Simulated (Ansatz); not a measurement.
# Work function of Mg(0001): what the settings cost and change, part 2 of 2

How far do functional and pseudopotentials move the work function of Mg(0001), and at what cost?

Ansatz 0.2.0; plane-wave DFT, PBE, Ansatz PAW (the session's first sound run).

So far, work function, upper face (eV): step 2 (run, setting PBE, Ansatz PAW (420 eV)) 3.69; step 5 (RPBE) 3.63; step 6 (r2SCAN) 3.78; step 7 (PBE JTH) 3.69; step 8 (PBE norm-conserving) 3.69.

### 9. Slab

This step: plane-wave DFT, LDA, norm-conserving (Ansatz 0.2.0).

File input.yaml:

```yaml
crystal:
  lattice:
    - [3.21, 0.0, 0.0]
    - [1.605, 2.7799415461, 0.0]
    - [0.0, 0.0, 33.63912]
  atoms:
    - { symbol: Mg, position: [0.0, 0.0, 0.2675456433] }
    - { symbol: Mg, position: [0.6666666667, 0.6666666667, 0.3450304289] }
    - { symbol: Mg, position: [0.0, 0.0, 0.4225152144] }
    - { symbol: Mg, position: [0.6666666667, 0.6666666667, 0.5] }
    - { symbol: Mg, position: [0.0, 0.0, 0.5774847856] }
    - { symbol: Mg, position: [0.6666666667, 0.6666666667, 0.6549695711] }
    - { symbol: Mg, position: [0.0, 0.0, 0.7324543567] }
kpoints:
  mp_grid: { grid: [15, 15, 1] }
hamiltonian:
  xc: lda
  pseudopotentials: { kind: nc }
scf:
  occupations: { method: fermi_dirac, width: 0.1 }
  convergence: { dr2_threshold: 1.0e-09 }
efield:
  axis: 3
  dipole_correction: true
  ramp_position: 0.97
  ramp_width: 0.06
output:
  write_potential: true
  write_density: true
  volumetric_format: npy
```

On the command line:

```bash
> ansatz run input.yaml --threads 2 --pin off --max-ram 3072MiB --backend cpu --events-out ev --progress --plain --runs-dir out
```

Numbers of over 12 decimals in the logs are rounded to 6 here.

Output:

```text
[...]
Crystal: 7 atoms, lattice volume = 300.182 Å³
Basis set: ecut = 1142.878222 eV, 26327 PW (Γ)
Bands: 42, of which v1, the nominal top of the filled ones, is band 35 counted from 1 (34 counted from 0)
Symmetry: 6 space group operations
k-points: 27 of 225 (time reversal used)
[...]
k-point 1: bands = [... 31 lower, -4.0542, -3.2099, -2.1955, -1.0106, 0.0535, 1.5179, 2.8514, 3.9914, ... 3 higher]
  k-point 2: bands = [... 31 lower, -3.7977, -2.9552, -1.9426, -0.7585, 0.2942, 1.7608, 3.0921, 4.2341, ... 3 higher]
  k-point 26: bands = [... 31 lower, 0.9076, 0.9696, 0.9898, 1.2174, 1.4183, 1.4667, 1.6509, 2.0310, ... 3 higher]
[key lines of the parts left out:]
SCF converged after 8 iterations
Free energy (F): -11290.838251 eV
Fermi energy:    1.183398 eV
Dipole field:    D = 0.000000 V/Å  (p = 0.000000 e·Å, saw-weighted, corrected)
Work function:   Φ+ = 3.8132 eV   Φ− = 3.8132 eV
```

It took 2.7 min on 2 threads of Arm Neoverse N1, shared host; peak memory 1.8 GiB; 4.7 min of CPU time.

The work function is 3.813 eV, +0.124 eV from the run “PBE, Ansatz PAW (420 eV)”, at 4.2 times its CPU time.

### 10. Slab, setting PBE, all layers relaxed

This step: plane-wave DFT, PBE, Ansatz PAW (Ansatz 0.2.0).

input.yaml: that of step 9 with these lines changed.

```diff
@@ -16,4 +16,3 @@
 hamiltonian:
-  xc: lda
-  pseudopotentials: { kind: nc }
+  xc: pbe
 scf:
@@ -26,2 +25,5 @@
   ramp_width: 0.06
+relax:
+  f_tol: 0.01
+  max_steps: 40
 output:
```

Output:

```text
[...]
Crystal: 7 atoms, lattice volume = 300.182 Å³
Basis set: ecut = 420 eV, 5969 PW (Γ), exchange–correlation on 48×48×450 points (8 copies of the dense FFT grid, shifted against one another)
Bands: 42, of which v1, the nominal top of the filled ones, is band 35 counted from 1 (34 counted from 0)
Symmetry: 6 space group operations
[...]
atoms:
    - { symbol: Mg, position: [0, 0, 0.268526] }
    - { symbol: Mg, position: [0.666667, 0.666667, 0.346349] }
    - { symbol: Mg, position: [0, 0, 0.423212] }
    - { symbol: Mg, position: [0.666667, 0.666667, 0.500000] }
    - { symbol: Mg, position: [0, 0, 0.576788] }
    - { symbol: Mg, position: [0.666667, 0.666667, 0.653651] }
    - { symbol: Mg, position: [0, 0, 0.731474] }
[key lines of the parts left out:]
SCF converged after 6 iterations
Free energy (F): -13466.060032 eV
Fermi energy:    1.356136 eV
Dipole field:    D = -0.000000 V/Å  (p = -0.000000 e·Å, saw-weighted, corrected)
Work function:   Φ+ = 3.6937 eV   Φ− = 3.6937 eV
```

Elapsed: 55 s, on 2 threads; peak memory 0.59 GiB; 92 s of CPU time.

The relaxation took 2 steps and lowered the energy by 0.0022 eV; the largest force on the free atoms ends at 0.0089 eV/Å.

The work function is 3.694 eV, +0.004 eV from the run “PBE, Ansatz PAW (420 eV)”, at 1.4 times its CPU time.

### 11. Side by side

Times are for 2 threads of Arm Neoverse N1, shared host. Results by setting:

```tsv
no.	setting	work function, upper face (eV)	time	memory (GiB)
1	PBE, Ansatz PAW (420 eV)	3.689	44 s	0.64
2	LDA, Ansatz PAW (420 eV)	3.814	43 s	0.62
3	PBEsol, Ansatz PAW (420 eV)	3.734	43 s	0.64
4	RPBE, Ansatz PAW (420 eV)	3.628	40 s	0.64
5	r2SCAN, Ansatz PAW (500 eV)	3.779	1.8 min	1.1
6	PBE, JTH PAW (900 eV)	3.688	2.1 min	1.5
7	PBE, norm-conserving (1143 eV)	3.689	2.8 min	1.8
8	LDA, norm-conserving (1143 eV)	3.813	2.7 min	1.8
9	PBE, all layers relaxed	3.694	55 s	0.59
```

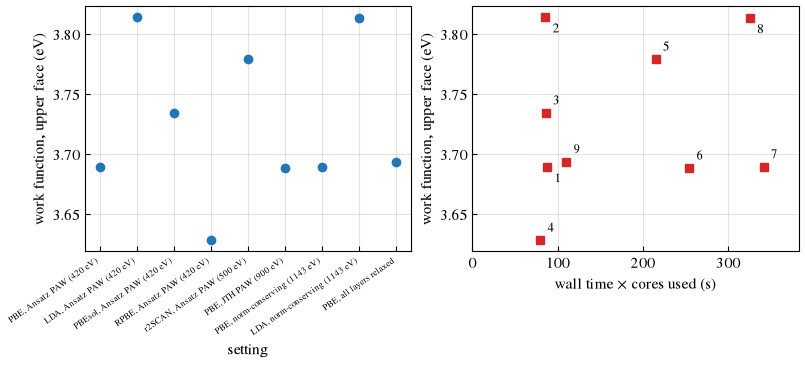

The series as plots; the last panel sets the first result against cost, with the runs numbered as in the table.

### 12. The same run with other settings

An input spoilt on purpose, to show how the run answers: it repeats the earlier run “PBE, Ansatz PAW (420 eV)” with total_charge to 6, and scf.max_iter set to 80; its output block differs too.

input.yaml: that of step 10 with these lines changed.

```diff
@@ -20,2 +20,3 @@
   convergence: { dr2_threshold: 1.0e-09 }
+  max_iter: 80
 efield:
@@ -25,5 +26,2 @@
   ramp_width: 0.06
-relax:
-  f_tol: 0.01
-  max_steps: 40
 output:
@@ -32 +30,2 @@
   volumetric_format: npy
+total_charge: 6
```

Output:

```text
Error: efield: with total_charge ≠ 0 without external_charges — the saw-weighted dipole of a charged cell depends on the ramp position (the isolated-slab reference a dipole correction restores does not exist for a charged slab), so the field energy is ill-defined under the jellium convention; neutralise the cell or drop the efield: block, which crystal.periodic lets a charged slab do
```

Elapsed: 0.02 s, on 2 threads; peak memory 0.08 GiB.

The input was rejected at the start.

The program's message: “Error: efield: with total_charge ≠ 0 without external_charges — the saw-weighted dipole of a charged cell depends on the ramp position (the isolated-slab reference a dipole correction restores does no …”

The fault put into the input: a net charge in a cell with a dipole correction and no gate.

### 13. Results

```yaml
work_function_pbe_ansatz_paw_420_ev: 3.689 eV
work_function_lda_ansatz_paw_420_ev: 3.814 eV
work_function_rpbe_ansatz_paw_420_ev: 3.628 eV
work_function_r2scan_ansatz_paw_500_ev: 3.779 eV
work_function_pbe_all_layers_relaxed: 3.694 eV
```

PBE on the default files gives 3.69 eV, and the settings tried spread the value from 3.63 to 3.81 eV. At one geometry LDA lies 0.12 eV above PBE. The choice of pseudopotentials moves the PBE value by 0.001 eV. Relaxing the layers changes it by +0.004 eV. The ladder's slabs use the tabulated experimental lattice constant (two decimals; a low-temperature value for the alkali metals).

[Logs are printed without paths, hosts, clocks, repeated set-up lines and the standing remarks that a program may print on its own settings, such as how far it seeks lower states.]

[Hosts, paths, dates, database ids (printed as entryN), source tags and the programs' standing remarks are cut or masked in the printed files.]

[Maps of the electrostatic potential energy from Ansatz leave out the sawtooth potential of an applied field or a dipole correction, so their vacuum need not be flat; planar profiles and work functions include it.]
